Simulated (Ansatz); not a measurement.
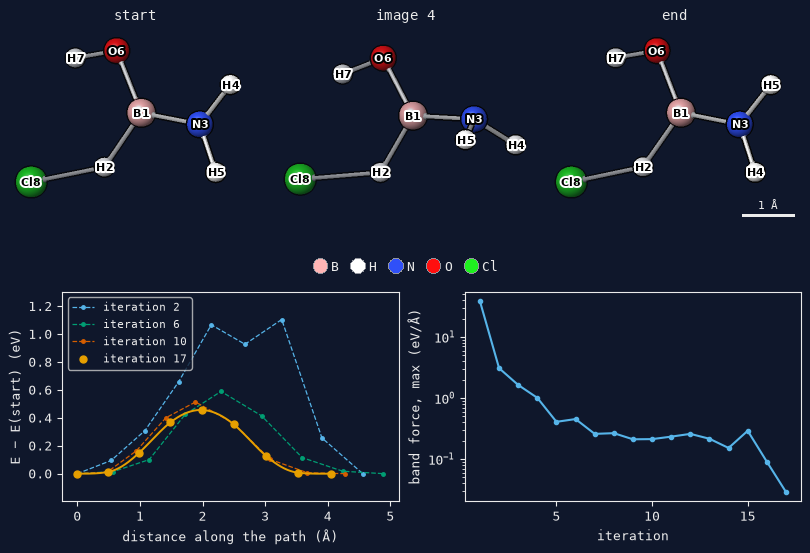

A search for the minimum-energy path of BNH$_{4}$OCl (multiplicity 2) by the nudged elastic band. Images are numbered from 0 (start) to 8 (end). The plot follows the band through its iterations. The picture is a ball-and-stick view, seen at a tilt.

All numbers below come from UKS PBE-D4/def2-SVP (Ansatz). Settings: 7 movable images; climbing image; force threshold 0.05 eV/Å; iteration limit 60; starting path through a guess of the saddle point.

### Judge this run.

The result is final at these settings. The band converged in 17 iterations. The largest component of the band force went from 39 to 0.029 eV/Å. The climbing image converged on the top of the path. Its vibrational analysis gives one imaginary mode (388i cm⁻¹), as a transition state must have. The first iteration put the highest image at 8.32 eV. The two ends have the same energy, and the highest point, image 4, lies 0.46 eV above the start.
